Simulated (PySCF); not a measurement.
## NMR shielding calculation, with input and output: Si₂H₅F

Si₂H₅F, SMILES F[SiH2][SiH3], computed with GIAO LDA/pcSseg-2 NMR shielding, non-relativistic, gas phase (PySCF 2.14.0).

The geometry comes from this level: PBE0-D3(BJ)/def2-SVP. Figures and captions count atoms from 1; the log counts them from 0 in places.

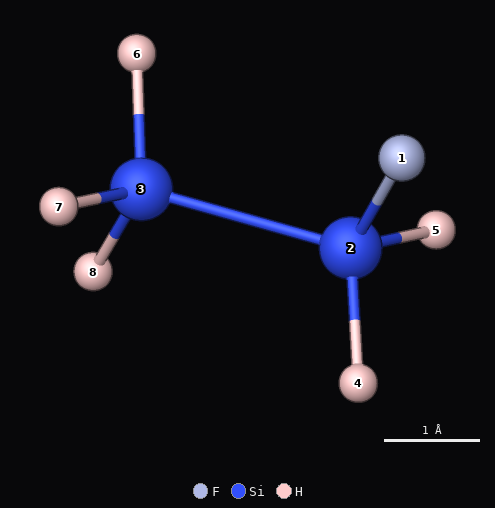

The structure as given in the input (ball-and-stick view, seen at a tilt; atoms are numbered from 1 in the order of the input). Bond lengths as drawn: F–Si 1.63 Å, H–Si 1.49 to 1.50 Å and Si–Si 2.34 Å.

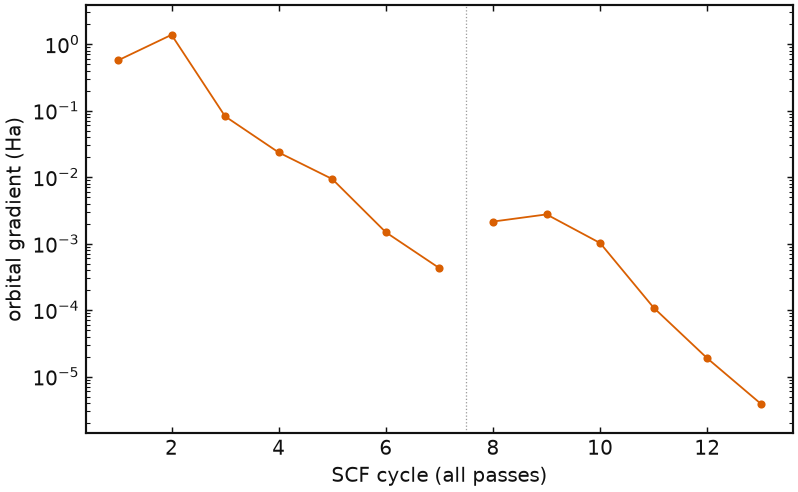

Convergence of the self-consistent field: orbital gradient against the SCF cycle. The dotted line marks the change from a coarse to the final integration grid. The first 7 cycles use a coarse grid, the final grid takes over at cycle 8, and the field converges after 13 cycles in all.

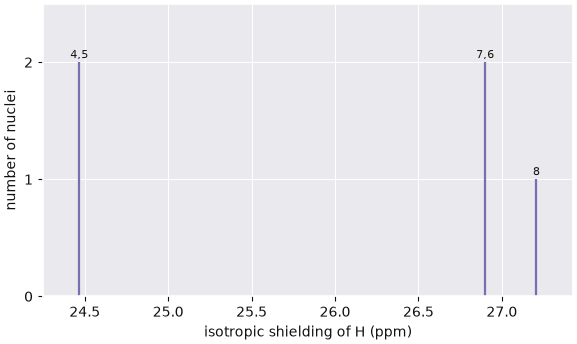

Isotropic shieldings of the hydrogen nuclei in this fixed geometry, labelled by atom number; shielding grows to the right, so chemical shift grows to the left. The least shielded is H4 (24.5 ppm), the most shielded H8 (27.2 ppm).

The input and output of the run follow.

## The input
```
{"job": {"kind": "nmr", "xc": "LDA", "basis": "pcSseg-2", "pop": false}, "charge": 0, "multiplicity": 1}
F      1.874756     0.208858     1.318996
Si     1.213427    -0.008187    -0.157961
Si    -1.116243     0.107697     0.053612
H      1.650590    -1.339707    -0.672810
H      1.734255     1.059979    -1.061725
H     -1.520695     1.445002     0.582794
H     -1.603024    -0.957621     0.981146
H     -1.735864    -0.094098    -1.293391
```

The first line tells a small driver script what to run in PySCF; the rest is the geometry in Å.

## Log
```
coarse grid: 7440 points
cycle   1  E = -678.9218948482  dE = -1.048e-01  |g| = 5.687e-01  |ddm| = 2.009e+00
cycle   2  E = -678.6769266955  dE =  2.450e-01  |g| = 1.379e+00  |ddm| = 1.046e+00
cycle   3  E = -678.9695596880  dE = -2.926e-01  |g| = 8.191e-02  |ddm| = 8.220e-01
cycle   4  E = -678.9707384662  dE = -1.179e-03  |g| = 2.346e-02  |ddm| = 7.849e-02
cycle   5  E = -678.9708497881  dE = -1.113e-04  |g| = 9.343e-03  |ddm| = 2.991e-02
cycle   6  E = -678.9708693929  dE = -1.960e-05  |g| = 1.478e-03  |ddm| = 9.178e-03
cycle   7  E = -678.9708697589  dE = -3.660e-07  |g| = 4.265e-04  |ddm| = 1.191e-03
final grid: 62320 points
cycle   8  E = -678.9661733522  dE = -1.943e-05  |g| = 2.142e-03  |ddm| = 1.434e-02
cycle   9  E = -678.9661727273  dE =  6.249e-07  |g| = 2.747e-03  |ddm| = 2.086e-03
cycle  10  E = -678.9661736665  dE = -9.392e-07  |g| = 1.018e-03  |ddm| = 1.696e-03
cycle  11  E = -678.9661738104  dE = -1.439e-07  |g| = 1.082e-04  |ddm| = 4.985e-04
cycle  12  E = -678.9661738140  dE = -3.580e-09  |g| = 1.879e-05  |ddm| = 1.305e-04
cycle  13  E = -678.9661738141  dE = -9.879e-11  |g| = 3.890e-06  |ddm| = 1.969e-05
converged SCF energy = -678.9661738141

GIAO shielding tensors (ppm)
atom      isotropic    diamagn.    paramagn.     s11        s22        s33       span
  0 F      408.962     465.568     -56.606    353.035    420.139    453.711    100.676
  1 Si     288.787     877.426    -588.639    182.860    257.307    426.193    243.334
  2 Si     430.356     881.216    -450.860    423.419    432.522    435.128     11.709
  3 H       24.467      27.509      -3.042     21.378     23.794     28.230      6.852
  4 H       24.468      27.453      -2.986     21.380     23.793     28.230      6.850
  5 H       26.901      28.050      -1.149     24.176     24.846     31.680      7.505
  6 H       26.900      28.095      -1.196     24.176     24.846     31.677      7.501
  7 H       27.207      28.086      -0.878     24.683     24.767     32.172      7.489
```

## Summary

- outcome: converged
- total energy: −678.966174 hartree
- HOMO: −7.34 eV
- LUMO: −1.78 eV
- dipole moment: 1.48 D
- isotropic shielding, F: 409.0 ppm
- isotropic shielding, Si: 288.8 to 430.4 ppm
- isotropic shielding, H: 24.5 to 27.2 ppm
- hardware: 1 CPU thread, shared host
- wall time: 9.7 s
- peak memory: 0.74 GiB
